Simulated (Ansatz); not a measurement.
**C2F5 (SMILES F[C](F)C(F)(F)F): methods side by side**

C2F5 has 7 atoms, charge 0, and is taken as a doublet. SMILES: `F[C](F)C(F)(F)F`. Geometry: optimised at wB97X-V/def2-SVP.

```xyz
7

F     1.5639   -0.8445    0.5059
C     0.3225   -0.4666    0.7277
F    -0.4699   -1.4825    0.9980
C    -0.2282    0.4822   -0.3180
F     0.5805    1.5301   -0.4455
F    -1.4387    0.8973    0.0439
F    -0.3301   -0.1161   -1.5120
```

Quantity: the adiabatic ionisation energy (to the singlet cation, shapes relaxed at wB97X-V/def2-SVP, no zero-point term), in eV. The values are calculated.

```tsv
level	kind	program	value (eV)
UHF/def2-SVP	Hartree–Fock	Ansatz	9.23
USVWN5/def2-SVP	LDA	Ansatz	8.84
UPBE/def2-SVP	GGA	Ansatz	8.86
UB3LYP/def2-SVP	global hybrid	Ansatz	9.21
UPBE0-D4/def2-SVP	global hybrid	Ansatz	9.22
U-wB97M-V/def2-SVP	range-separated hybrid	Ansatz	9.01
UCAM-B3LYP/def2-SVP	range-separated hybrid	Ansatz	9.28
UB2PLYP/def2-SVP	double hybrid	Ansatz	9.07
```

The values span 8.84 to 9.28 eV.

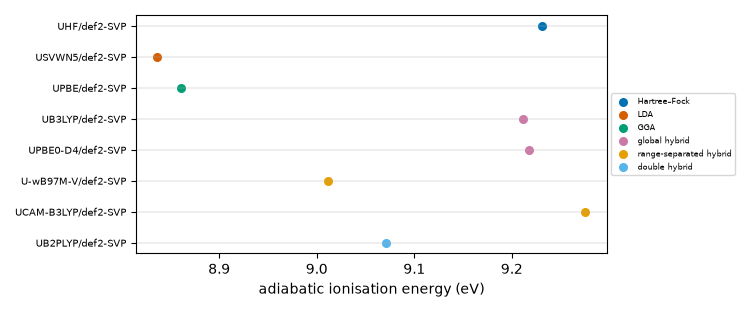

The values of the table, level by level.
